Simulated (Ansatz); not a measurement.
# BH5N2 (SMILES NBN): PBE-QIDH/6-311+G(d,p)

Aim: the vertical singlet–triplet gap of BH5N2 at PBE-QIDH/6-311+G**, from 2 runs. 

Program for the calculation: Ansatz 0.2.0.

## (1) The molecule

BH5N2: 8 atoms, total charge 0, spin state singlet. As SMILES, `NBN`. The coordinates come from a PBE0-D4/def2-TZVP relaxation.

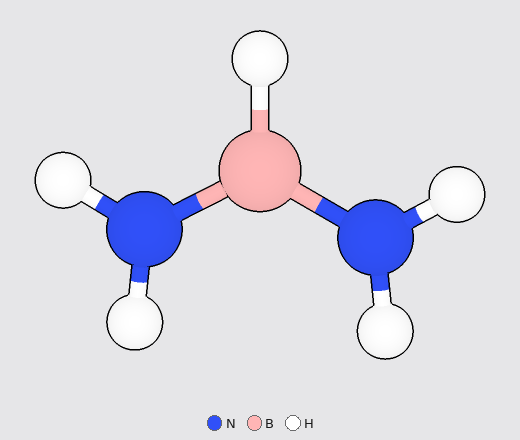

The structure, seen from a chosen angle (nitrogen blue, boron pink, hydrogen white).

## (2) The energy at PBE-QIDH/6-311+G(d,p)

Input file input.yaml:

```yaml
basis:
  gaussian:
    orbitals: 6-311+G_st__st_.json
crystal:
  periodic: [false, false, false]
  atoms:
    - symbol: N
      position_ang: [-0.971000, 0.516500, -0.581100]
    - symbol: B
      position_ang: [0.194200, 0.386600, 0.200500]
    - symbol: "N"
      position_ang: [0.848200, -0.845200, 0.401400]
    - symbol: H
      position_ang: [-1.426800, -0.244500, -1.053400]
    - symbol: H
      position_ang: [-1.423900, 1.400900, -0.713700]
    - symbol: H
      position_ang: [0.649700, 1.368600, 0.718000]
    - symbol: H
      position_ang: [1.676700, -0.919800, 0.960900]
    - symbol: H
      position_ang: [0.545000, -1.720300, 0.011600]
accuracy: high
hamiltonian:
  xc: {name: PBE-QIDH}
correlation:
  frozen_orbitals: {B: 1, H: 0, "N": 1}
output: {orbitals: {seedname: orbitals}}
```

The basis set 6-311+G** is read from a file made from the Basis Set Exchange's data (not shown).

Run with:

```sh
$ ansatz run input.yaml --threads 1 --pin off --max-ram 3480MiB --events-out events.jsonl --progress --plain --runs-dir runs
```

Standard output:

```text
Warning: RAYON_NUM_THREADS=1 ignored (pool sized by the plan → 1); use --threads N
Functional definition: PBE-QIDH
  name "PBE-QIDH"
  parameter a = 3^(-1/3)
  parameter c = 1/3
  exchange = (1 - a)*pbe_x + a*exact_x
  correlation = (1 - c)*pbe_c + c*(mp2_os + mp2_ss)
1919 factors; integrals over basis functions are off by at most 3.4e-9 eV
mean field evaluation 1: about -3725.0233 eV, gradient 5.5e1 eV
mean field evaluation 2: about -3725.0230 eV, gradient 5.4e1 eV
mean field evaluation 4: about -3730.7645 eV, gradient 2.3e0 eV
mean field evaluation 8: about -3730.7800 eV, gradient 1.6e-2 eV
mean field evaluation 16: about -3730.7800 eV, gradient 1.2e-6 eV
mean field -3730.77998243 eV, -137.1036355408 hartree, gradient 6.0e-8 eV, S^2 0.000000; 0 other end points of the search recorded, 0 dependent functions left out
3 core orbitals not correlated: weight in the atoms' cores, before any rotation towards them, 1.000 or more for the frozen orbitals, at most 0.000 for the correlated occupied ones
reference -3730.77998398 eV, -137.1036355977 hartree; 9, 9 occupied and 84, 84 virtual orbitals, 1919 factors
second order -14.12062882 eV of doubles, -0.00000000 eV of singles
Total energy: -3735.48686025 eV, -137.2766101103 hartree
```

Run time: 4.2 s. Hardware: 1 thread of Intel Xeon 6975P-C (Granite Rapids), shared host; peak memory 0.27 GiB.

## (3) The triplet

Input file input.yaml:

```yaml
crystal:
  periodic: [false, false, false]
  atoms:
    - {symbol: "N", position_ang: [-0.971000, 0.516500, -0.581100]}
    - {symbol: B, position_ang: [0.194200, 0.386600, 0.200500]}
    - {symbol: "N", position_ang: [0.848200, -0.845200, 0.401400]}
    - {symbol: H, position_ang: [-1.426800, -0.244500, -1.053400]}
    - {symbol: H, position_ang: [-1.423900, 1.400900, -0.713700]}
    - {symbol: H, position_ang: [0.649700, 1.368600, 0.718000]}
    - {symbol: H, position_ang: [1.676700, -0.919800, 0.960900]}
    - {symbol: H, position_ang: [0.545000, -1.720300, 0.011600]}
basis:
  gaussian:
    orbitals: 6-311+G_st__st_.json
total_charge: 0
correlation:
  frozen_orbitals: {B: 1, H: 0, "N": 1}
output:
  orbitals: {seedname: orbitals}
magnetization:
  spin_polarized: true
  initial_magnetization: 2
accuracy: high
hamiltonian:
  xc: {name: PBE-QIDH}
```

The basis set 6-311+G** is read from a file made from the Basis Set Exchange's data (not shown).

Run with:

```sh
$ ansatz run input.yaml --threads 1 --pin off --max-ram 3480MiB --events-out events.jsonl --progress --plain --runs-dir runs
```

Standard output, shortened:

```text
Warning: RAYON_NUM_THREADS=1 ignored (pool sized by the plan → 1); use --threads N
[... 2 set-up lines as earlier in the session ...]
[...]
1919 factors; integrals over basis functions are off by at most 3.4e-9 eV
[...]
mean field -3725.00398286 eV, -136.8913714716 hartree, gradient 3.2e-8 eV, S^2 2.041646; 5 other end points of the search recorded, 0 dependent functions left out
3 core orbitals not correlated: weight in the atoms' cores, before any rotation towards them, 1.000 or more for the frozen orbitals, at most 0.000 for the correlated occupied ones
reference -3725.00398425 eV, -136.8913715228 hartree; 10, 8 occupied and 83, 85 virtual orbitals, 1919 factors
second order -13.32068802 eV of doubles, -0.00000000 eV of singles
Total energy: -3729.44421359 eV, -137.0545469413 hartree
```

Wall time 32 s (1 thread of Intel Xeon 6975P-C (Granite Rapids), shared host); peak memory 0.38 GiB.

## (4) What came out

Level: PBE-QIDH/6-311+G**, 3 core orbitals frozen.

```
                                                         quantity          value
                                            singlet: total energy  -137.27661 Eh
                       singlet: HOMO energy (SCF part's orbitals)       -9.13 eV
                       singlet: LUMO energy (SCF part's orbitals)        1.01 eV
                     singlet: HOMO–LUMO gap (SCF part's orbitals)       10.14 eV
                                            triplet: total energy  -137.05455 Eh
triplet: HOMO energy (SCF part's orbitals) (highest over α and β)       -2.97 eV
                                                    triplet: ⟨S²⟩          2.042
                 vertical energy of the triplet above the singlet       6.043 eV
```

In words: At this shape the triplet lies 6.04 eV (583 kJ/mol) above the singlet.
